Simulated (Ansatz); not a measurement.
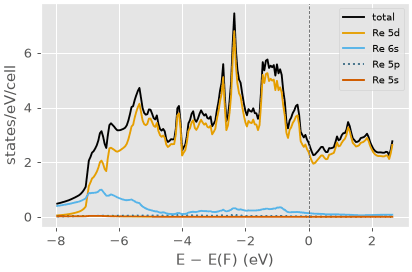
Fig. 1. Total and projected density of states of Re (dhcp (α-La type), P6_3/mmc), r²SCAN in the plane-wave PAW code Ansatz

Question: Which orbitals carry the states next to the Fermi level?

Answer: Within 0.5 eV of the Fermi level: Re 5d 88 %, outside the projected shells 6 %. Projections are on Löwdin-orthogonalised atomic valence shells; empty p or d shells of many metals are not among them.

Question: Where is the tallest occupied peak in this window, and what makes it?

Answer: Near -2.3 eV, about 7.4 states/eV per cell; the largest projected share is Re 5d.

The first step of the workflow began from a Materials Project structure, measured or hypothetical. Its sites differ from those of the usual phase in this space group: another stacking or structure type. The cell was relaxed with r²SCAN under the symmetry of its start; of distortions, only those at the zone centre were tested. No spin polarisation was allowed. Spin–orbit coupling is left out wherever it is not named.

Potentials: the later of the program's two PAW sets.
